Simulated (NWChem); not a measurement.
# UPBE0/6-31G(d,p) (spherical functions) run of SiH3Se (SMILES [SiH2][SeH])

Aim: the vertical ionisation energy of SiH3Se at UPBE0/6-31G** (spherical functions), from 2 runs. 

The results are computed with NWChem 7.3.0.

**1. The molecule**

SiH3Se: 5 atoms, total charge 0, spin state doublet. SMILES: `[SiH2][SeH]`. The coordinates come from a PBE0-D4/def2-TZVP relaxation. This is one conformer, not always the lowest.

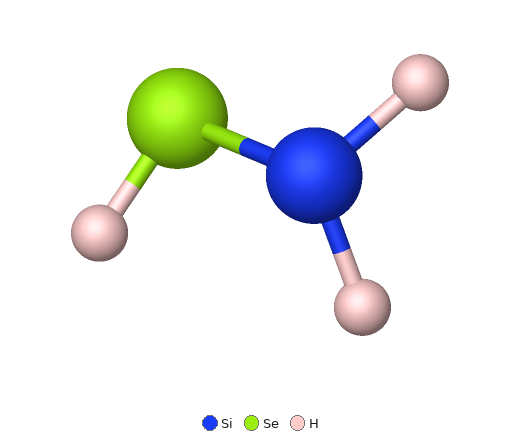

The structure, seen from a chosen angle (silicon blue, selenium green, hydrogen pink).

**2. A single-point energy at UPBE0/6-31G(d,p) (spherical functions)**

h3sesi.nw reads:

```
start h3sesi
memory total 2200 mb

geometry noautosym nocenter noautoz
   Si     0.060900    -0.791800     0.205800
   Se     0.776600     1.182400    -0.661900
   H     -1.304300    -0.656200     0.791600
   H      0.034200    -1.731400    -0.948800
   H      0.482600     1.923300     0.572000
end

basis spherical bse
   * library 6-31G**
end

dft
   xc pbe0
   mult 2
   grid fine
   convergence energy 1e-08
   iterations 100
   mulliken
   noprint "final vectors analysis"
end

task dft
```

Command:

```sh
$ nwchem h3sesi.nw > h3sesi.out
```

The program printed:

```text
[...]
          Wavefunction type:  spin polarized.
          No. of atoms     :     5
          No. of electrons :    51
[...]
          Charge           :     0
          Spin multiplicity:     2
[...]
          AO basis - number of functions:    65
[...]
              XC Information
              --------------
                         PBE0 Method XC Functional
                     Hartree-Fock (Exact) Exchange  0.250
          PerdewBurkeErnzerhof Exchange Functional  0.750
            Perdew 1991 LDA Correlation Functional  1.000 local
           PerdewBurkeErnz. Correlation Functional  1.000 non-local
[...]
 d= 0,ls=0.0,diis     1  -2692.0665228682 -2.84D+03  5.49D-03  4.64D-02     1.9
[...]
 d= 0,ls=0.0,diis    11  -2692.0953912298 -2.24D-09  1.13D-07  6.49D-12    14.8
[...]
         Total DFT energy =    -2692.095391229794
      One electron energy =    -4040.878580098349
           Coulomb energy =     1309.596061892301
    Exchange-Corr. energy =     -108.750257012638
 Nuclear repulsion energy =      147.937383988892
[...]
      Total Density - Mulliken Population Analysis
     ---------------------------------------------
    Atom       Charge   Shell Charges
 -----------   ------   -------------------------------------------------------
    1 Si  14    13.76   2.00  2.00  5.96  1.05  1.80  0.34  0.50  0.11
    2 Se  34    34.22   2.00  2.00  6.00  2.00  5.99  1.57  3.23  0.33  1.05  6.92  2.93  0.21
    3 H    1     1.06   0.49  0.56  0.01
    4 H    1     1.06   0.49  0.56  0.01
    5 H    1     0.91   0.46  0.43  0.01
[...]
      <S2> =      0.7525 (Exact =     0.7500)
[...]
```

Wall time 16 s (1 thread of Intel Xeon Platinum 8559C (Emerald Rapids), shared host); peak memory 0.11 GiB.

**3. The singlet cation**

job.xyz reads:

```xyz
5
H3SeSi energy
Si     0.060900    -0.791800     0.205800
Se     0.776600     1.182400    -0.661900
H     -1.304300    -0.656200     0.791600
H      0.034200    -1.731400    -0.948800
H      0.482600     1.923300     0.572000
```

job.nw reads:

```
start job
title "H3SeSi energy"
memory total 2200 mb
charge 1
geometry units angstroms noautosym nocenter noautoz
   load job.xyz
end
basis "ao basis" spherical bse
   * library 6-31G**
end
dft
   xc pbe0
   grid fine
   convergence energy 1e-08
   maxiter 100
   mulliken
   noprint "final vectors analysis"
end
task dft energy
```

Command:

```sh
$ nwchem job.nw > job.out
```

The program printed:

```text
[...]
          Wavefunction type:  closed shell.
          No. of atoms     :     5
          No. of electrons :    50
[...]
          Charge           :     1
          Spin multiplicity:     1
[...]
          AO basis - number of functions:    65
[...]
              XC Information
              --------------
                         PBE0 Method XC Functional
                     Hartree-Fock (Exact) Exchange  0.250
          PerdewBurkeErnzerhof Exchange Functional  0.750
            Perdew 1991 LDA Correlation Functional  1.000 local
           PerdewBurkeErnz. Correlation Functional  1.000 non-local
[...]
 d= 0,ls=0.0,diis     1  -2691.3743775851 -2.84D+03  5.83D-02  8.07D+00     1.6
[...]
 d= 0,ls=0.0,diis    10  -2691.7958718843 -4.86D-09  2.39D-06  6.43D-09    10.3
         Total DFT energy =    -2691.795871884256
      One electron energy =    -4028.121730065979
           Coulomb energy =     1296.828031493797
    Exchange-Corr. energy =     -108.439557300967
 Nuclear repulsion energy =      147.937383988893
[...]
      Total Density - Mulliken Population Analysis
     ---------------------------------------------
    Atom       Charge   Shell Charges
 -----------   ------   -------------------------------------------------------
    1 Si  14    13.42   2.00  2.00  5.96  1.13  1.72  0.24  0.28  0.10
    2 Se  34    33.86   2.00  2.00  6.00  2.00  5.99  1.63  3.14  0.27  0.76  6.92  2.93  0.22
    3 H    1     0.94   0.47  0.46  0.01
    4 H    1     0.95   0.47  0.47  0.01
    5 H    1     0.84   0.45  0.37  0.01
[...]
```

It took 11 s on 1 thread of Intel Xeon Platinum 8559C (Emerald Rapids), shared host; peak memory 0.11 GiB.

**4. Summary of results**

At UPBE0/6-31G** (spherical functions):

| quantity | value |
| --- | --- |
| doublet SiH3Se: total energy | -2692.09539 Eh |
| doublet SiH3Se: dipole moment | 0.93 D |
| doublet SiH3Se: ⟨S²⟩ | 0.752 |
| singlet cation: total energy | -2691.79587 Eh |
| vertical ionisation energy (to the singlet cation) | 8.150 eV |

In words: Removing an electron at fixed nuclei costs 8.15 eV (786 kJ/mol). Only the singlet of the ionised species was computed; a triplet could lie lower.
